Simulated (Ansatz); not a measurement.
**CuI under a change: H interstitial (started 2.57 Å from the nearest host atom), symmetric start**

Start from a 24-atom supercell of CuI in the zinc blende structure (space group F-43m, No. 216; a = 5.939 Å) at its relaxed geometry.

Modification: one H atom is added in an open site, starting 2.57 Å from the nearest host atom, atoms relaxed at fixed cell.

Calculations: PBEsol (Ansatz, a program for electronic structure; PAW; 420 eV plane waves; no spin-orbit coupling), earlier PAW set. k-mesh 4×3×4 (Γ-centred); smearing 0.01 eV (Fermi–Dirac).

The pressure goes from zero to 0.2 GPa and the gap of the supercell shrinks by 0.68 eV to 0.49 eV. The total moment of the cell amounts to 1.0 μB and the largest displacement of a host atom from its site in the perfect cell is 0.05 Å.

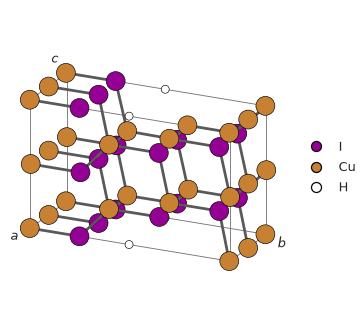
Figure. The relaxed cell after the change

Cost of the whole job for the changed cell (relaxation, final SCF and bands): roughly 30 core-minutes.

Other magnetic orders, which the real material may have, were not ruled out. In so small a cell the defect repeats every few ångströms: this is an ordered compound, not a dilute defect. The defect started on the symmetric site and kept its symmetry, so it may sit on a saddle. With I present, leaving out spin-orbit coupling can change the band edges. Spin-polarised in the final run: H interstitial (started 2.57 Å from the nearest host atom); the other runs are not. The defect cell is spin-polarised and ends with 1.0 μB.
